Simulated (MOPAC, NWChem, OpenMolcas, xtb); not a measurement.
# SiH2S (SMILES [SiH]S): methods side by side

SiH2S has 4 atoms, charge 0, and is taken as a singlet. As SMILES, `[SiH]S`. Geometry: relaxed at PBE0-D4/def2-TZVP.

```xyz
4

Si   -0.2628   -1.0744    0.1611
S     0.1905    0.9588   -0.2066
H     1.0175   -1.1908    0.9814
H    -0.8897    1.2460   -0.9562
```

Each level gives the dipole moment (D). The values are calculated.

```csv
level,kind,program,value (D)
AM1,semi-empirical,MOPAC,0.94
MNDO,semi-empirical,MOPAC,3.32
PM3,semi-empirical,MOPAC,0.56
GFN1-xTB,semi-empirical,xtb,1.71
HF/STO-3G,Hartree–Fock,OpenMolcas,1.21
HF/3-21G,Hartree–Fock,NWChem,1.46
HF/6-31G,Hartree–Fock,NWChem,1.40
HF/def2-SVP,Hartree–Fock,NWChem,0.75
HF/Sadlej pVTZ,Hartree–Fock,NWChem,0.60
SVWN5/STO-3G,LDA,OpenMolcas,0.87
```

The values span 0.56 to 3.32 D. Magnitudes only. Sets without polarisation functions give poor dipoles.

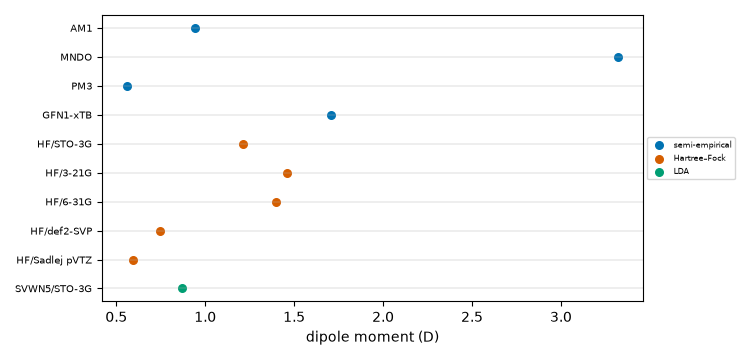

The values of the table, level by level.
